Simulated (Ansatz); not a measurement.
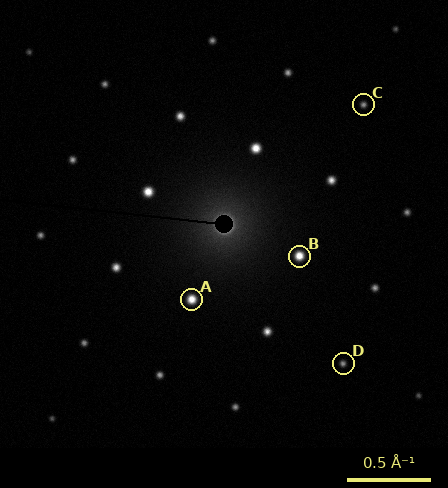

The pattern is a kinematic simulation for 300 kV electrons (no multiple scattering; isotropic B = 1 Å²). The zone axis points towards the electron source and the pattern is seen from the source side.

Al, space group Fm-3m (No. 225), a = 4.042 Å. Structure: the input geometry of an electronic-structure calculation (not necessarily at equilibrium).

Spot A is indexed -2 0 0 and spot B 0 -2 0.

Index the other marked spots.

Answer. C = −2A + B = 4 -2 0 (d = 0.904 Å). D = A + 2B = -2 -4 0 (d = 0.904 Å).

Which zone axis is this?

Answer. The cross product of A and B is parallel to [001]; every spot obeys hu + kv + lw = 0.
